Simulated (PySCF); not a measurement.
C₂H₁₁NSi₄

```json
{"atom": "N", "x (Å)": "-2.5647", "y (Å)": "1.6423", "z (Å)": "2.4287"}
{"atom": "C", "x (Å)": "-1.6588", "y (Å)": "1.5044", "z (Å)": "1.7409"}
{"atom": "C", "x (Å)": "-0.5550", "y (Å)": "1.2714", "z (Å)": "0.8748"}
{"atom": "Si", "x (Å)": "-0.6303", "y (Å)": "-0.5468", "z (Å)": "0.1931"}
{"atom": "Si", "x (Å)": "-2.7331", "y (Å)": "-0.8660", "z (Å)": "-0.7537"}
{"atom": "Si", "x (Å)": "1.3385", "y (Å)": "-0.7608", "z (Å)": "-1.0465"}
{"atom": "Si", "x (Å)": "3.2908", "y (Å)": "0.0469", "z (Å)": "-0.0845"}
{"atom": "H", "x (Å)": "-0.5943", "y (Å)": "1.9878", "z (Å)": "0.0526"}
{"atom": "H", "x (Å)": "0.3707", "y (Å)": "1.4372", "z (Å)": "1.4279"}
{"atom": "H", "x (Å)": "-0.4959", "y (Å)": "-1.3492", "z (Å)": "1.4289"}
{"atom": "H", "x (Å)": "-2.9635", "y (Å)": "0.1183", "z (Å)": "-1.8175"}
{"atom": "H", "x (Å)": "-2.7909", "y (Å)": "-2.1914", "z (Å)": "-1.3784"}
{"atom": "H", "x (Å)": "-3.8500", "y (Å)": "-0.7621", "z (Å)": "0.1835"}
{"atom": "H", "x (Å)": "1.4761", "y (Å)": "-2.1828", "z (Å)": "-1.3967"}
{"atom": "H", "x (Å)": "1.1320", "y (Å)": "-0.1080", "z (Å)": "-2.3525"}
{"atom": "H", "x (Å)": "4.5138", "y (Å)": "-0.2513", "z (Å)": "-0.8319"}
{"atom": "H", "x (Å)": "3.4734", "y (Å)": "-0.4901", "z (Å)": "1.2673"}
{"atom": "H", "x (Å)": "3.2323", "y (Å)": "1.5067", "z (Å)": "0.0525"}
```

Geometry: GFN2-xTB.

These are results of wB97X-D/def2-SVPD, SCF density, gas phase (PySCF), not measurements.

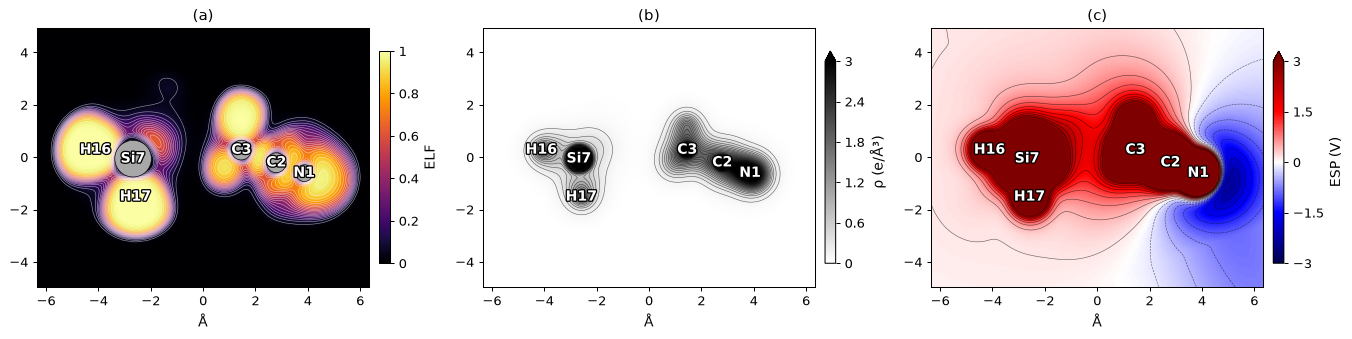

Figure 1. (a) electron localisation function; (b) electron density; (c) molecular electrostatic potential on the plane of atoms H16, Si7 and H17. Grey discs cover the atomic cores in the ELF map.

What do the fields say about this system?

Answer.
- The section cuts through N, C, Si and H sites.
- C–N (1.15 Å): the density is about 3.6 e/Å³ at the midpoint; the ELF peaks at about 0.85 between the atoms (a short, multiple covalent bond).
- C–C (1.42 Å): the density is about 1.9 e/Å³ at the midpoint; the ELF peaks at about 0.95 between the atoms; a covalent bond.
- Si–H (1.46 Å): ρ at the midpoint is about 0.79 e/Å³; the ELF climbs to about 1 towards the hydrogen, as it does in any bond to H.
- The ELF also peaks beside N1, away from the bonds: lone-pair regions.
- Outside the dense part of the molecule the potential is most negative (−2.4 V) near N1.

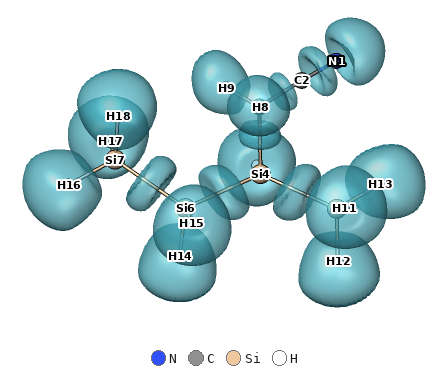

Figure 2. Isosurface of the ELF at 0.8 (cyan), seen across its widest extent. Only the valence region is drawn (cores and ρ < 0.01 e/Å³ removed).

What do the ELF domains correspond to?

Answer. The ELF exceeds this value in one region between bonded C–C atoms (shared pairs), one region between bonded C–N atoms (shared pairs), one region between bonded C–Si atoms (shared pairs), three regions between bonded Si–Si atoms (shared pairs), eleven regions around hydrogen nuclei and one lobe on N, pointing away from the bonds (lone pairs).

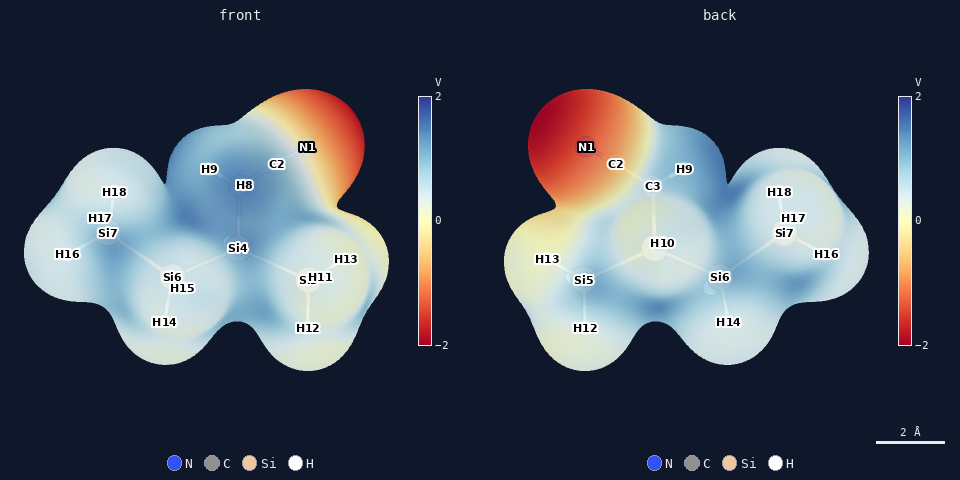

Figure 3. The electrostatic potential painted on the density surface at 0.002 e/bohr³, seen from the front and from behind; red is negative and blue positive.

Describe the electrostatic potential map.

Answer. The most negative region (about −1.9 V) lies over N1, the most positive (about +1.5 V) over Si6, Si7, H8 and H9. N1 is the likeliest acceptor of a hydrogen bond.

How polar is the molecule by this calculation?

Answer. Its dipole moment is 4.16 D.
